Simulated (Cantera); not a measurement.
Input: 1 mol Si, 20 mol CO2, 9.3 mol CO, a varied amount of NH3, at 652 °C and 1 atm.

Equilibrium computed with Cantera from the NASA thermochemical tables; the gas is ideal and each condensed phase is pure. Candidate condensed phases: C, C6H6, C7H8, C8H18, H2O, Si, SiC, SiO2, Si2N2O, Si3N4; 151 gas species. Rates play no part.

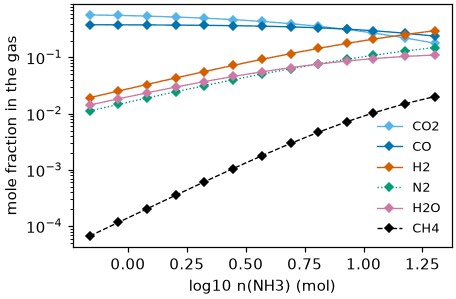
Figure: Equilibrium gas composition (values under 1e-9 drawn at 1e-9)

Q: Read off the mole fractions at 1.2 mol NH3.

A: CO2 about 0.54, CO about 0.38, H2 about 0.033, H2O about 0.023, N2 about 0.019, CH4 about 0.00020.
